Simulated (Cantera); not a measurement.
Feed: 1 mol Si, 0.024 mol N₂O, 83 mol N₂, equilibrated at 1675 K.

These are equilibrium values from Cantera (NASA tables, ideal gas, pure condensed phases), not measurements of a reactor. Candidate condensed phases: Si, SiO₂, Si₂N₂O, Si₃N₄; 16 gas species. Mutual solubility and eutectic melting of coexisting phases are not modelled. The tables' values for SiN are old estimates; treat these amounts as uncertain. Kinetics and transport are ignored.

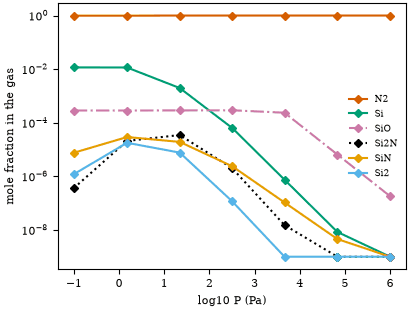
Figure. Equilibrium gas composition (values under 1e-9 drawn at 1e-9)

From 0.100 Pa to 1.50 Pa nothing is condensed. At 22.0 Pa the condensed part is Si(s). At 320 Pa the condensed part is Si₃N₄(s). From 4600 Pa to 1000000 Pa the condensed part is Si₂N₂O(s) + Si₃N₄(s). The main Si-bearing gas is Si at 0.100 Pa and SiO at 1000000 Pa.
